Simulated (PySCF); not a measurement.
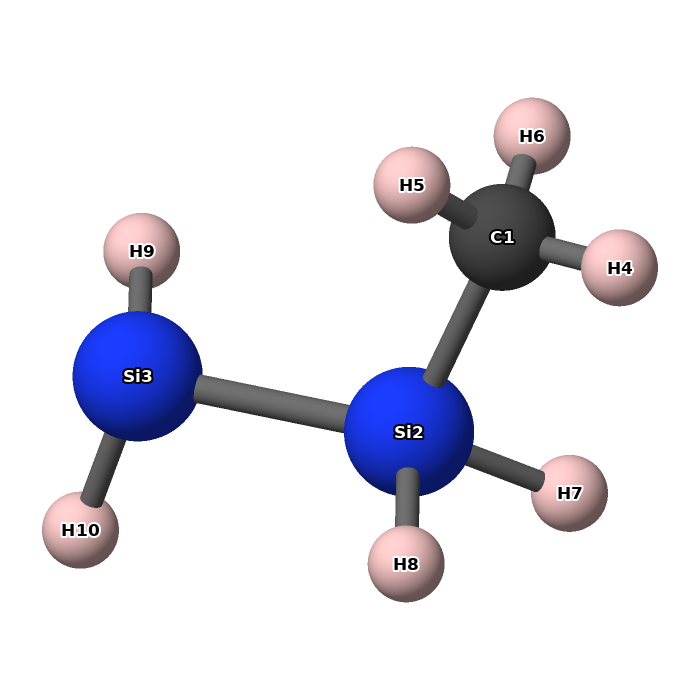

The thickness of each stick grows with its Mayer bond order. Charge −1, singlet. The geometry was computed by an optimisation with GFN2-xTB. No frequency run is at hand to confirm it as a minimum. Level of theory: PBE0/pcSseg-1 (PySCF 2.14.0).

### Which bond has the highest Mayer bond order?

Si2–Si3, 1.17, at a length of 2.228 Å.

List the Mayer bond orders of C1–Si2, C1–H4, C1–H5, C1–H6, Si2–Si3, Si2–H7, Si2–H8, Si3–H9, Si3–H10.

```csv
bond,Mayer order,length (Å)
C1–Si2,0.89,1.904
C1–H4,0.97,1.089
C1–H5,0.97,1.087
C1–H6,0.97,1.089
Si2–Si3,1.17,2.228
Si2–H7,0.83,1.512
Si2–H8,0.91,1.498
Si3–H9,0.88,1.502
Si3–H10,0.89,1.503
```

The geometry is semi-empirical. Around Si such bond lengths and angles can be off by a tenth of an ångström or more and by several degrees, and values that hang on the shape move with them.
